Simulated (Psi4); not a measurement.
**SnGeH6 (SMILES [GeH3][SnH3]): M06-L/def2-SVP (core potential)**

Aim: the energy change on altering one bond length of SnGeH6 at M06-L/def2-SVP (core potential), from 2 runs. 

The calculation is run with Psi4 1.11.

## (1) The structure to begin with

The species is SnGeH6 (8 atoms), meant as a singlet with charge 0. SMILES: `[GeH3][SnH3]`. The shape is that of a PBE0-D4/def2-TZVP optimisation.

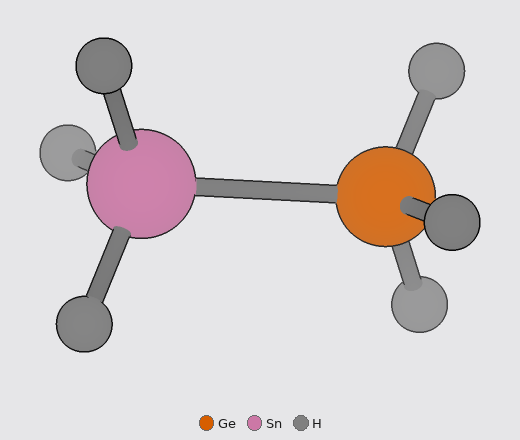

The structure, seen from a chosen angle (germanium orange, tin pink, hydrogen grey).

## (2) A single-point energy at M06-L/def2-SVP (core potential)

Contents of job.py:

```python
import psi4

psi4.set_memory('2200 MB')
psi4.set_num_threads(1)
psi4.core.set_output_file('geh6sn.out', False)

molecule = psi4.geometry("""
0 1
Ge    -0.754100     0.285800    -1.041300
Sn     0.751500    -0.290300     0.992300
H     -1.830800     1.307300    -0.639500
H     -1.453400    -0.978600    -1.567000
H      0.087500     0.886500    -2.179300
H     -0.187600    -0.932800     2.265200
H      1.931000    -1.444200     0.553800
H      1.547900     1.109100     1.560100
symmetry c1
""")

psi4.set_options({
    'basis': 'def2-SVP',
    'reference': 'rks',
    'puream': True,
    'e_convergence': 1e-09,
    'd_convergence': 1e-08,
    'scf_type': 'pk',
    'dft_radial_points': 99,
    'dft_spherical_points': 590,
})

energy_value, wavefunction = psi4.energy("m06-l", molecule=molecule, return_wfn=True)
psi4.oeprop(wavefunction, "DIPOLE", "LOWDIN_CHARGES", "MULLIKEN_CHARGES")
print('E =', round(energy_value, 9))
```

Started as:

```
python job.py
```

geh6sn.out:

```text
[...]
    !!!  WARNING: ECP capability is in beta. Please check occupations closely.  !!!
[...]
  Running in c1 symmetry.
[...]
  Nuclear repulsion =  223.743526757569867
[...]
  Multiplicity = 1
[...]
  Nalpha       = 30
  Nbeta        = 30
[...]
    Number of basis functions: 88
[...]
   @RKS iter   1: -2293.05668542532158   -2.63181e+00   2.85014e-02 DIIS/ADIIS
[...]
   @RKS iter  13: -2294.71275228809691   -5.00222e-12   3.16392e-09 DIIS
[...]
    Orbital Energies [Eh]
    ---------------------
    Doubly Occupied:
       1A   -398.032509     2A    -49.647227     3A    -44.081830
       4A    -44.081317     5A    -44.081317     6A     -6.209000
       7A     -5.015594     8A     -4.333892     9A     -4.332549
      10A     -4.332548    11A     -3.368460    12A     -3.367156
      13A     -3.367156    14A     -1.121811    15A     -1.121810
      16A     -1.121487    17A     -1.120156    18A     -1.120156
      19A     -0.970622    20A     -0.970621    21A     -0.969475
      22A     -0.967470    23A     -0.967470    24A     -0.527546
      25A     -0.459972    26A     -0.322809    27A     -0.322804
      28A     -0.294552    29A     -0.294537    30A     -0.255787
[...]
  @RKS Final Energy: -2294.71275228809691
   => Energetics <=
    Nuclear Repulsion Energy =            223.7435267575698674
    One-Electron Energy =               -3721.1540545541774918
    Two-Electron Energy =                1302.1613055193718083
    DFT Exchange-Correlation Energy =     -99.4635300108605662
    Empirical Dispersion Energy =           0.0000000000000000
    VV10 Nonlocal Energy =                  0.0000000000000000
    Total Energy =                      -2294.7127522880969082
[...]
 Multipole Moments:
 ------------------------------------------------------------------------------------
     Multipole            Electronic (a.u.)      Nuclear  (a.u.)        Total (a.u.)
 ------------------------------------------------------------------------------------
 L = 1.  Multiply by 2.5417464519 to convert [e a0] to [Debye]
 Dipole X            :         33.7165415          -33.7272120           -0.0106705
 Dipole Y            :        -12.9011603           12.9052945            0.0041342
 Dipole Z            :         45.5374511          -45.5524116           -0.0149605
 Magnitude           :                                                    0.0188353
[...]
  Mulliken Charges: (a.u.)
   Center  Symbol    Alpha    Beta     Spin     Total
       1    GE    15.90880 15.90880  0.00000  0.18240
       2    SN    10.74508 10.74508  0.00000  0.50984
       3     H     0.54264  0.54264  0.00000 -0.08529
       4     H     0.54263  0.54263  0.00000 -0.08526
       5     H     0.54264  0.54264  0.00000 -0.08528
       6     H     0.57275  0.57275  0.00000 -0.14549
       7     H     0.57273  0.57273  0.00000 -0.14545
       8     H     0.57273  0.57273  0.00000 -0.14547
   Total alpha = 30.00000, Total beta = 30.00000, Total charge = -0.00000
[...]
```

On the terminal:

```text
E = -2294.712752288
```

Wall time 20 s (1 thread of AMD EPYC 9R45 (Zen 5), shared host); peak memory 1.4 GiB.

## (3) The distorted shape, same level

Contents of geh6sn.dat:

```
memory 2.2 GB

molecule {
  Ge
  Sn 1 2.595044
  H 1 1.537592 2 110.42485
  H 1 1.537559 3 108.49291 2 121.16591
  H 1 1.9989 4 108.49129 3 -117.67577
  H 2 1.707334 1 110.40578 4 -60.94657
  H 2 1.707334 6 108.48995 1 -121.17789
  H 2 1.707328 7 108.48876 6 117.66768
  symmetry c1
  no_reorient
  no_com
}

set {
  puream true
  e_convergence 1e-09
  d_convergence 1e-08
  scf_type pk
  dft_radial_points 99
  dft_spherical_points 590
}

E, wfn = energy('m06-l/def2-SVP', return_wfn=True)
oeprop(wfn, 'QUADRUPOLE', 'WIBERG_LOWDIN_INDICES', 'MULLIKEN_CHARGES', title='M06-L')
```

Started as:

```
psi4 -i geh6sn.dat -o geh6sn.out -n 1
```

geh6sn.out, shortened:

```text
[...]
  Running in c1 symmetry.
[...]
  Nuclear repulsion =  220.817838653096601
[...]
  Multiplicity = 1
[...]
  Nalpha       = 30
  Nbeta        = 30
[...]
    Number of basis functions: 88
[...]
   @RKS iter   1: -2292.95415316416165   -2.66729e+00   2.84813e-02 DIIS/ADIIS
[...]
   @RKS iter  13: -2294.67772119477286   -9.54969e-12   7.50262e-09 DIIS
[...]
  @RKS Final Energy: -2294.67772119477286
   => Energetics <=
    Nuclear Repulsion Energy =            220.8178386530966009
    One-Electron Energy =               -3714.8391323941086739
    Two-Electron Energy =                1298.7259731609021856
    DFT Exchange-Correlation Energy =     -99.3824006146632541
    Empirical Dispersion Energy =           0.0000000000000000
    VV10 Nonlocal Energy =                  0.0000000000000000
    Total Energy =                      -2294.6777211947728574
[...]
 Multipole Moments:
 ------------------------------------------------------------------------------------
     Multipole            Electronic (a.u.)      Nuclear  (a.u.)        Total (a.u.)
 ------------------------------------------------------------------------------------
 L = 1.  Multiply by 2.5417464519 to convert [e a0] to [Debye]
 Dipole X            :         -0.7465931            0.4927829           -0.2538102
 Dipole Y            :          0.4297647           -0.2833376            0.1464270
 Dipole Z            :         58.5161268          -58.3422734            0.1738534
 Magnitude           :                                                    0.3407132
 L = 2.  Multiply by 1.3450342976 to convert [e a0^2] to [Debye ang]
 Quadrupole XX       :        -64.7401243           28.6632152          -36.0769092
 Quadrupole XY       :          2.5209621           -2.2124515            0.3085106
[...]
  Mulliken Charges: (a.u.)
   Center  Symbol    Alpha    Beta     Spin     Total
       1    GE    15.93102 15.93102  0.00000  0.13796
       2    SN    10.73790 10.73790  0.00000  0.52420
       3     H     0.53579  0.53579  0.00000 -0.07159
       4     H     0.53579  0.53579  0.00000 -0.07157
       5     H     0.54764  0.54764  0.00000 -0.09527
       6     H     0.57106  0.57106  0.00000 -0.14212
       7     H     0.57042  0.57042  0.00000 -0.14084
       8     H     0.57038  0.57038  0.00000 -0.14076
   Total alpha = 30.00000, Total beta = 30.00000, Total charge = -0.00000
[...]
```

Wall time 19 s (1 thread of AMD EPYC 9R45 (Zen 5), shared host); peak memory 1.4 GiB.

## (4) Outcome

At M06-L/def2-SVP (core potential):

| quantity | value |
| --- | --- |
| first shape: total energy | -2294.71275 Eh |
| first shape: dipole moment | 0.05 D |
| first shape: HOMO energy | -6.96 eV |
| first shape: LUMO energy | -0.10 eV |
| first shape: HOMO–LUMO gap | 6.86 eV |
| distorted shape: total energy | -2294.67772 Eh |
| distorted shape: dipole moment | 0.87 D |
| distorted shape: HOMO energy | -7.00 eV |
| distorted shape: LUMO energy | -1.35 eV |
| distorted shape: HOMO–LUMO gap | 5.64 eV |
| energy change with the Ge1–H5 bond stretched from 1.538 to 1.999 Å | 0.953 eV |

What this shows: With the Ge1–H5 bond stretched from 1.538 to 1.999 Å the energy rises by 0.95 eV (92.0 kJ/mol). The first shape isn't relaxed at this level, so the change isn't measured from a minimum. Mulliken charges (distorted shape) run from -0.14 on H6 to +0.52 on Sn2.
